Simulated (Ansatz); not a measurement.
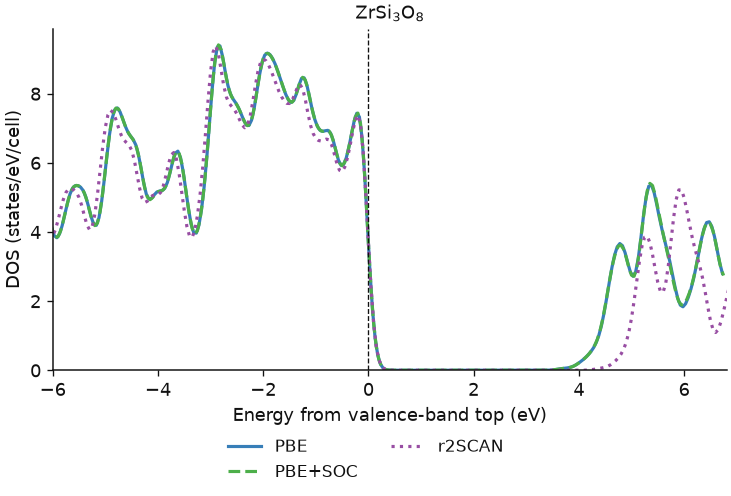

Total densities of states of ZrSi3O8, space group Pmm2 (No. 25), 12 atoms in the cell, tetragonal host type, by three methods on the same cell. The curves are built from the levels of the k mesh with Gaussians 0.3 eV wide, which also blur the band edges. Each is counted from its own valence-band top.

How do the methods compare?

Answer. PBE gives a gap of 3.73 eV, PBE+SOC gives a gap of 3.73 eV and r2SCAN gives a gap of 4.43 eV.

Settings. PBE: DFT, PBE, plane waves, PAW, no spin polarisation, 8×4×4 k mesh, 420 eV cutoff (Ansatz). PBE+SOC: DFT, PBE with spin-orbit coupling, plane waves, PAW, 8×4×4 k mesh, 420 eV cutoff (Ansatz 0.2.0). r2SCAN: DFT, r2SCAN, plane waves, PAW, no spin polarisation, 8×4×4 k mesh, 500 eV cutoff (Ansatz 0.2.0).

The atoms aren't at rest in this cell (largest force 0.4 eV/Å), so the relaxed material can differ.
